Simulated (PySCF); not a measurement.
# NMR shielding calculation of CH$_{9}$NSi$_{3}$

- system: CH$_{9}$NSi$_{3}$, SMILES [SiH3]N1[SiH2]C[SiH2]1
- method: GIAO PBE0/pcSseg-1 NMR shielding, non-relativistic, gas phase (PySCF 2.14.0)

The geometry comes from this level: GFN2-xTB, coordinate held. Figures and captions count atoms from 1; the log counts them from 0 in places.

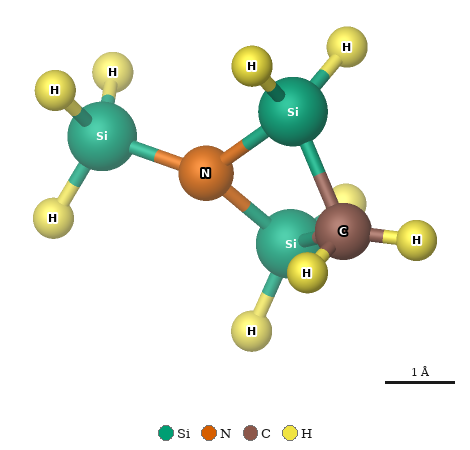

Fig. 1: The structure (ball-and-stick view, seen at a tilt). Bond lengths as drawn: C–H 1.08 to 1.09 Å, C–Si 1.90 to 1.92 Å, H–Si 1.46 to 1.47 Å and N–Si 1.73 to 1.80 Å.

## Summary

| quantity | value |
| --- | --- |
| outcome | converged |
| total energy | −966.255996 hartree |
| HOMO | −7.38 eV |
| LUMO | −0.50 eV |
| dipole moment | 0.97 D |
| isotropic shielding, Si | 367.9 to 408.6 ppm |
| isotropic shielding, N | 228.7 ppm |
| isotropic shielding, C | 173.5 ppm |
| isotropic shielding, H | 26.5 to 31.5 ppm |
| hardware | 1 CPU thread, shared host |
| wall time | 30 s |
| peak memory | 0.71 GiB |

## Input
```
{"job": {"kind": "nmr", "xc": "PBE0", "basis": "pcSseg-1", "every": 1, "pop": false}, "charge": 0, "multiplicity": 1}
Si    -2.198526    -0.092621     0.136862
N     -0.471557    -0.088548     0.175755
Si     0.704054    -1.082509    -0.667429
C      1.927033    -0.126463     0.456032
Si     0.690657     1.291560     0.169417
H     -2.732363     0.358451    -1.158369
H     -2.617000    -1.472770     0.383940
H     -2.637044     0.819767     1.193710
H      0.875127    -0.823925    -2.099877
H      0.447063    -2.499558    -0.431773
H      1.895400    -0.489135     1.475821
H      2.965150    -0.011590     0.158004
H      0.832749     1.986098    -1.111243
H      0.347305     2.229592     1.232187
```

The first line tells a small driver script what to run in PySCF; the rest is the geometry in Å.

Run as:
```bash
OMP_NUM_THREADS=1 python <driver script> task.json out
```

## The program's output
```
coarse grid: 12600 points
cycle   1  E = -966.1522068868  dE =  3.404e-01  |g| = 5.856e-01  |ddm| = 3.408e+00
cycle   2  E = -966.0107801729  dE =  1.414e-01  |g| = 9.501e-01  |ddm| = 1.583e+00
cycle   3  E = -966.2288928535  dE = -2.181e-01  |g| = 9.744e-02  |ddm| = 1.164e+00
cycle   4  E = -966.2306697573  dE = -1.777e-03  |g| = 4.214e-02  |ddm| = 1.255e-01
cycle   5  E = -966.2311101317  dE = -4.404e-04  |g| = 8.908e-03  |ddm| = 4.475e-02
cycle   6  E = -966.2311294213  dE = -1.929e-05  |g| = 1.137e-03  |ddm| = 1.134e-02
cycle   7  E = -966.2311297654  dE = -3.442e-07  |g| = 2.718e-04  |ddm| = 1.760e-03
final grid: 106328 points
cycle   8  E = -966.2559873972  dE = -1.161e-05  |g| = 5.876e-03  |ddm| = 1.546e-02
cycle   9  E = -966.2559756788  dE =  1.172e-05  |g| = 9.142e-03  |ddm| = 1.390e-02
cycle  10  E = -966.2559954027  dE = -1.972e-05  |g| = 7.946e-04  |ddm| = 9.053e-03
cycle  11  E = -966.2559955229  dE = -1.202e-07  |g| = 2.926e-04  |ddm| = 9.319e-04
cycle  12  E = -966.2559955432  dE = -2.036e-08  |g| = 3.430e-05  |ddm| = 2.811e-04
cycle  13  E = -966.2559955435  dE = -2.931e-10  |g| = 1.033e-05  |ddm| = 5.022e-05
```

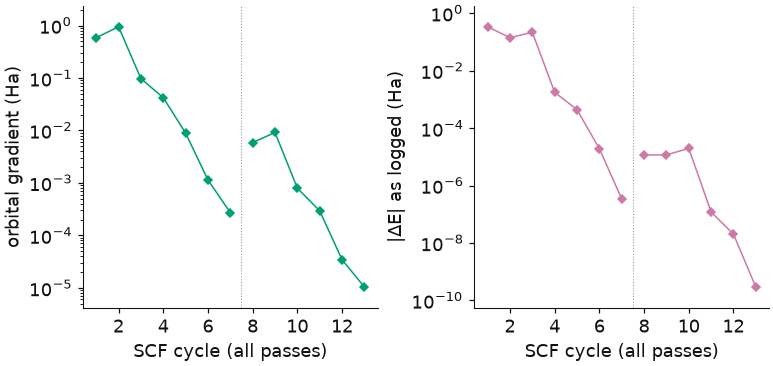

Fig. 2: Convergence of the self-consistent field: orbital gradient and size of the energy change against the SCF cycle. The dotted line marks the change from a coarse to the final integration grid. The first 7 cycles use a coarse grid, the final grid takes over at cycle 8, and the field converges after 13 cycles in all.

```
converged SCF energy = -966.2559955435

GIAO shielding tensors (ppm)
atom      isotropic    diamagn.    paramagn.     s11        s22        s33       span
  0 Si     408.591     880.158    -471.567    374.180    376.824    474.770    100.590
  1 N      228.697     328.243     -99.546    197.429    218.693    269.970     72.541
  2 Si     373.309     881.004    -507.695    340.232    352.197    427.499     87.267
  3 C      173.522     257.758     -84.236    140.919    172.503    207.143     66.224
  4 Si     367.852     880.711    -512.859    335.089    347.947    420.519     85.430
  5 H       27.005      29.159      -2.155     23.310     25.048     32.656      9.346
  6 H       27.037      29.599      -2.562     23.513     25.314     32.284      8.771
  7 H       27.047      29.645      -2.598     23.469     25.390     32.282      8.813
  8 H       26.602      30.128      -3.526     23.916     24.373     31.517      7.601
  9 H       26.456      30.163      -3.707     22.942     23.945     32.481      9.539
 10 H       30.108      32.175      -2.067     26.414     28.288     35.622      9.208
 11 H       31.521      30.211       1.310     26.668     26.845     41.050     14.383
 12 H       26.631      30.085      -3.454     23.943     24.482     31.468      7.525
 13 H       26.456      30.150      -3.693     22.928     24.015     32.426      9.498
```

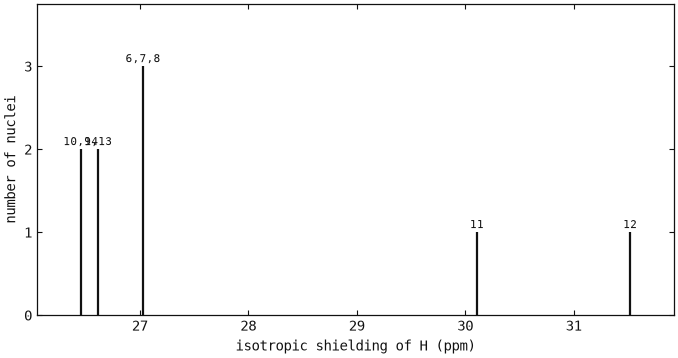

Fig. 3: Isotropic shieldings of the hydrogen nuclei in this fixed geometry, labelled by atom number; shielding grows to the right, so chemical shift grows to the left. The least shielded is H10 (26.5 ppm), the most shielded H12 (31.5 ppm).

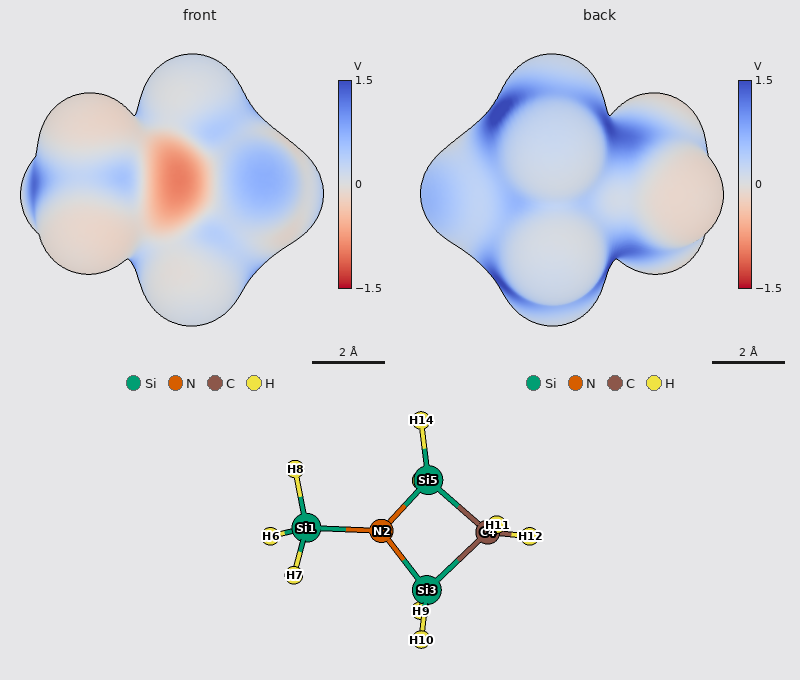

Fig. 4: The electrostatic potential painted on the density surface at 0.002 e/bohr³, seen at a tilt and from behind; the colour scale runs from red (negative) to blue (positive). The bare structure is drawn below in the same view. Its dipole moment is 0.97 D.

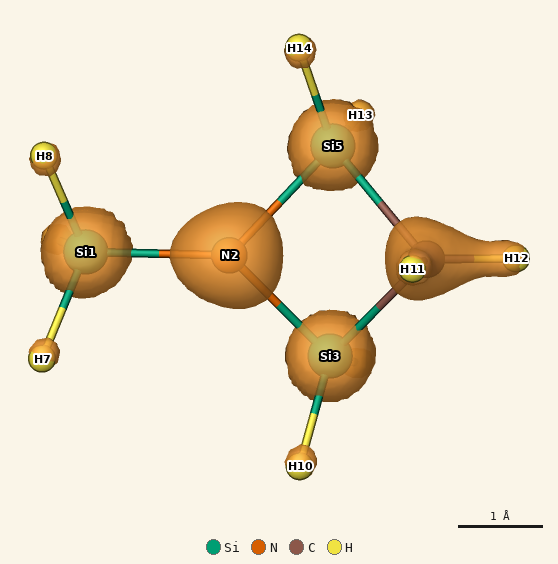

Fig. 5: Isosurface of the electron density at 1.5 e/Å³ (orange), seen face on. At this value the surface falls into twelve separate pieces. It is pinched off along the Si–N (1.73 Å), C–Si (1.90 Å) and Si–N (1.80 Å) contacts. On the grid the lowest density along these lines, outside the cores, is 0.89 e/Å³ (Si–N, 1.73 Å), 0.75 e/Å³ (C–Si, 1.90 Å), 1.8 e/Å³ (C–H, 1.08 Å) and 0.75 e/Å³ (Si–N, 1.80 Å).
